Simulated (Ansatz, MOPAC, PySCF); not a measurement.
Potential energy curve for ClF, singlet.

Levels of theory: UKS-PBE = Ansatz (an electronic-structure program) with unrestricted PBE/cc-pVTZ; UHF/6-31G* = unrestricted Hartree-Fock/6-31G*, spherical d (PySCF); PM7, restricted, heats of formation (MOPAC); PM3, restricted, heats of formation (MOPAC).

Energies are in kJ/mol, each relative to the lowest point of its own curve near equilibrium.

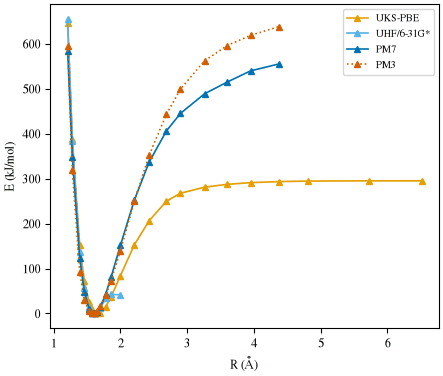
*Energy against bond length for each method.*

```
R / Å  UKS-PBE  UHF/6-31G*    PM7    PM3
-----  -------  ----------  -----  -----
1.21     645.5       655.4  584.5  595.6
1.28     389.1       383.4  348.1  319.3
1.39     153.4       137.2  123.7   92.7
1.46      72.5        56.5   48.6   30.6
1.53      26.4        14.6   10.5    4.6
1.58       8.9         2.1    0.3    0.0
1.62       1.9         0.0    0.0    1.9
1.65       0.0         2.2    3.5    5.8
1.70       2.0        11.7   14.8   16.2
1.78      15.2        33.6   43.6   40.4
1.86      36.5        42.4   80.4   72.0
2.00      84.0        41.5  151.6  139.6
2.21     152.9           —  252.6  250.2
2.43     206.2           —  336.5  351.7
2.69     249.8           —  406.3  443.3
2.90     267.4           —  445.0  499.0
3.26     280.9           —  488.6  562.1
3.60     287.3           —  514.8  596.0
3.95     291.0           —  539.7  618.5
4.37     293.4           —  554.9  638.0
4.81     294.5           —      —      —
5.73     295.0           —      —      —
6.51     295.1           —      —      —
```

Dashes: no converged value, or the column stops at the first point that the program doubted or that broke a chosen test of continuity, which isn't proof of a fault.

The unrestricted determinant behind UKS-PBE is spin-contaminated at 2.21 to 6.51 Å (<S²> up to 1.0, against 0.00 for a pure singlet). The unrestricted determinant behind UHF/6-31G* is spin-contaminated at 1.78 to 6.51 Å (<S²> up to 1.0, against 0.00 for a pure singlet). The restricted form behind PM7, PM3 keeps the bonding electrons paired and can't separate into open-shell fragments.
